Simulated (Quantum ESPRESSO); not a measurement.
## MnO (Manganosite): one coupling from two orders, and a test

Can a spin model with one coupling foretell the energy of a further order of MnO (Manganosite)?

Calculated with Quantum ESPRESSO 7.5; PBEsol; plane waves with GBRV 1.5 PBEsol potentials, no spin-orbit coupling.

### 1. Set-up

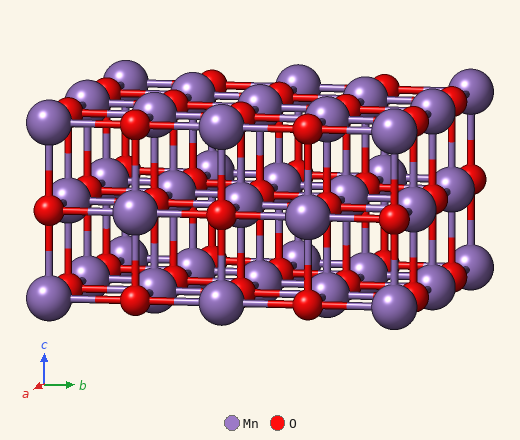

The cell as given, slightly off an axis (manganese light purple, oxygen red). 2×2×1 cells are drawn. This picture shows the conventional cell, with its axes. Some periodic images of atoms are drawn too.

The cell comes from the Crystallography Open Database.

### 2. The parallel order

All energies count from this run.

The input, pw.in:

```
&CONTROL
  calculation = 'scf'
  prefix = 'pwscf'
  outdir = './tmp'
  pseudo_dir = './pseudo'
  disk_io = 'nowf'
/
&SYSTEM
  ibrav = 0
  nat = 2
  ntyp = 2
  ecutwfc = 40
  ecutrho = 280
  nbnd = 19
  occupations = 'smearing'
  smearing = 'fd'
  degauss = 0.00367493
  nspin = 2
  starting_magnetization(1) = 0.3
  starting_magnetization(2) = 0
/
&ELECTRONS
  conv_thr = 4d-09
  electron_maxstep = 150
  mixing_beta = 0.3
/
ATOMIC_SPECIES
Mn     54.9380 mn_pbesol_v1.5.uspp.F.UPF
O      15.9990 o_pbesol_v1.2.uspp.F.UPF
CELL_PARAMETERS angstrom
   0.0000000000    2.2230000000    2.2230000000
   2.2230000000    0.0000000000    2.2230000000
   2.2230000000    2.2230000000    0.0000000000
ATOMIC_POSITIONS crystal
Mn      0.0000000000    0.0000000000    0.0000000000
O       0.5000000000    0.5000000000    0.5000000000
K_POINTS automatic
8 8 8 0 0 0
```

Run with:

```sh
OMP_NUM_THREADS=1 mpirun -n 4 pw.x -nk 4 -in pw.in > pw.out
```

The log of the run:

```text
Program PWSCF v.7.5 starts
     [... lines left out ...]
     number of atoms/cell      =            2
     [... lines left out ...]
     number of electrons       =        21.00
     number of Kohn-Sham states=           19
     kinetic-energy cutoff     =      40.0000  Ry
     charge density cutoff     =     280.0000  Ry
     scf convergence threshold =      4.0E-09
     [... lines left out ...]
     48 Sym. Ops., with inversion, found
     [... lines left out ...]
     number of k points=    29  Fermi-Dirac smearing, width (Ry)=  0.0037
     [... lines left out ...]
     iteration # 11     ecut=    40.00 Ry     beta= 0.30
     [... lines left out ...]
     Magnetic moment per site  (integrated on atomic sphere of radius R)
     atom   1 (R=0.292)  charge= 12.5939  magn=  4.0354
     atom   2 (R=0.292)  charge=  5.9134  magn=  0.2292
     [... lines left out ...]
     the Fermi energy is    13.1456 ev
!    total energy              =    -243.33182067 Ry
     estimated scf accuracy    <          2.1E-10 Ry
     smearing contrib. (-TS)   =      -0.00061313 Ry
     [... lines left out ...]
     total magnetization       =     4.76 Bohr mag/cell
     absolute magnetization    =     4.76 Bohr mag/cell
     convergence has been achieved in  11 iterations
   JOB DONE.
```

The job ended after 3.9 s (4 MPI ranks of Intel Xeon 6975P-C (Granite Rapids), shared host; peak memory 0.28 GiB).

Spin moment in the atom's sphere by atom:

```csv
atom,spin moment in the atom's sphere (μB)
Mn1,4.04
O2,0.23
```

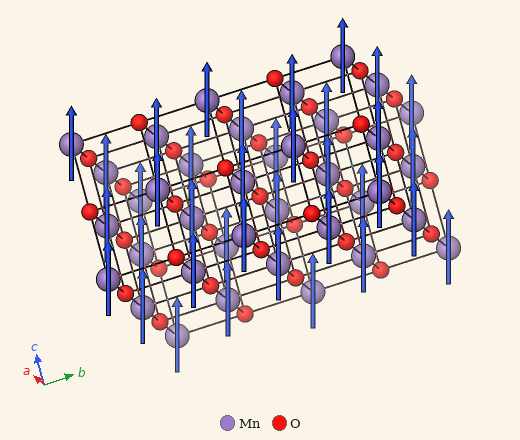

Spin moment in the atom's sphere as arrows, the longest 4.04 μB. Up and down stand for the sign. Arrows give size and sign along the axis of quantisation, drawn up and down the page. 2×2×1 conventional cells are drawn. Some periodic images of atoms are drawn too.

Numbers from this step:

```
smearing term TS       : 0.008342 eV
magnetization          : 4.76 μB
absolute magnetization : 4.76 μB
final state            : ferromagnetic
```

### 3. The orders used for the fit

The other orders were run with the same settings, on meshes that hold the same points. Free energies are divided by the number of Mn atoms; q is in fractions of the reciprocal vectors of the first run's cell.

```csv
order,atoms,mesh,free energy (eV),eV per Mn,largest moment (μB)
F +,2,8×8×8,-3310.6981,-3310.6981,4.04
"AF q=(0,1/2,1/2) +-",4,8×4×8,-6621.5370,-3310.7685,4.07
```

### 4. Counting neighbours

With E = −Σ J e_i·e_j over ordered pairs of unit vectors, turning a neighbour from parallel to opposed costs 2J a Mn atom. So an order lies 2 Σ n J over the parallel one, n being the opposed neighbours in each shell.

```csv
shell,distance (Å),neighbours,"opposed in AF q=(0,1/2,1/2) +-","opposed in AF q=(0,0,1/2) +-"
J1,3.14,12,8,6
J2,4.45,6,0,6
```

Only J1 is kept, as an effective coupling that takes up all reversed shells.

### 5. Solving

```
2 × 8 × J1 = -70.4 meV    (AF q=(0,1/2,1/2) +-)
J1 = -4.40 meV
```

### 6. The test

The couplings now give the orders that were left out:

```
2 × 6 × (-4.40) = -52.8 meV    (AF q=(0,0,1/2) +-)
```

The runs themselves:

```csv
order,atoms,mesh,free energy (eV),eV per Mn,largest moment (μB),over the parallel order (meV),foretold (meV)
"AF q=(0,0,1/2) +-",4,8×8×4,-6621.6643,-3310.8322,4.05,-134.1,-52.8
```

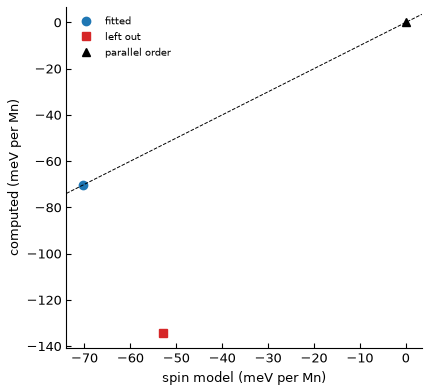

Computed energies of the orders against the model; the dashed line marks agreement.

### 7. One more shell

One way to take up the miss is the next shell. Both differences then fix both couplings, and no order is left for a test.

```
2 × 8 × J1 = -70.4 meV    (AF q=(0,1/2,1/2) +-)
2 × 6 × J1 + 2 × 6 × J2 = -134.1 meV    (AF q=(0,0,1/2) +-)
J1 = -4.40 meV
J2 = -6.77 meV
```

### 8. What came out

* effective J1 (Mn–Mn at 3.14 Å): -4.4 meV
* largest miss on the orders left out: 81 meV
* J1 with two shells: -4.4 meV
* J2 with two shells: -6.77 meV

In words: The model misses the order left out by 81 meV, 61 % of the largest energy difference, so it fails: these couplings alone don't describe the crystal. With the next shell added the couplings are J1 = -4.40 and J2 = -6.77 meV, untested. The largest moment changes by 0.89 % between the orders. Shells that were dropped are folded into the couplings or show in the miss. No Hubbard term acts here. In such compounds local and semilocal functionals without one often delocalise the d electrons, and can shrink or lose moments and miss the size, sign and order of the couplings.

[Logs and program files are shortened in this print: banners, set-up blocks, solver, clock and traceback lines can be left out without a mark of their own.]

[Logs are printed without paths, hosts, clocks, repeated set-up lines and the standing remarks that a program may print on its own settings, such as how far it seeks lower states.]

[Hosts, paths, dates, database ids (printed as entryN), source tags and the programs' standing remarks are cut or masked in the printed files.]

[Where a cell is said to come from a database of computed structures, the database is the Materials Project.]
